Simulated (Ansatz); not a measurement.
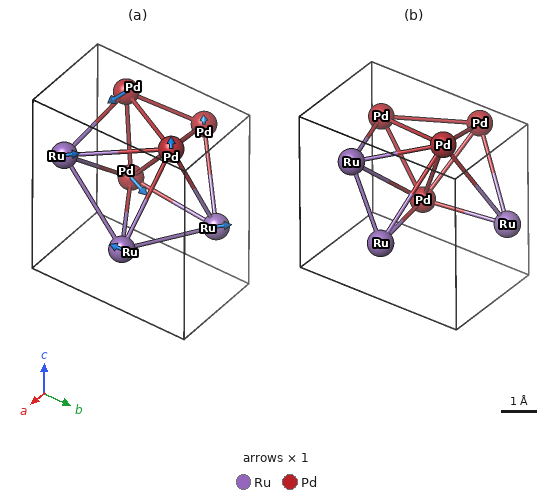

The structure of solid Pd2Ru (built on the cubic Laves (C15)_227 type) (coarse preliminary run) before (left) and after (right) a relaxation, at one scale. The blue arrows give the displacements (the part carried along by the change of the cell is left out), at their true length.

The picture is a ball-and-stick view of the cell of the calculation, reduced to other axes, seen slightly off an axis. Lengths and directions refer to the drawn axes.

All numbers below come from DFT PBE, scalar-relativistic, plane waves, PAW in Ansatz. Settings: plane-wave cutoff 420 eV; k-point mesh 6 × 6 × 6; occupations gaussian; smearing width 0.1 eV; no spin polarisation; cell and atoms relaxed; force threshold 0.015 eV/Å; at most 120 steps.

Q: Summarise the run.

A: The run was cut off at its time limit before the relaxation converged, so the last structure is only a point on the way. The largest move relative to the cell is that of a Pd atom, 0.77 Å roughly along [2 3 0]. Largest moves by element: Pd 0.77 Å, Ru 0.47 Å. The drawn cell changes as follows: a 5.087 → 5.311 Å (+4.4 %), b 5.091 → 5.147 Å (+1.1 %), c 5.102 → 4.584 Å (−10.1 %), α 118.8° → 117.0°, β 90.8° → 89.0°, γ 118.3° → 123.0°; the volume changes by −7.9 %. Some distances before and after: Pd–Pd 4.270 → 2.889 Å, Pd–Pd 4.084 → 2.926 Å, Pd–Ru 3.213 → 4.240 Å, Pd–Ru 3.277 → 4.249 Å. The space group stays P1 (No. 1). Over 5 geometry steps the energy falls by 532 meV per atom. The largest force component goes from 3.6 to 0.46 eV/Å. Pressure: −0.68 GPa at the start and 3.73 GPa at the end.
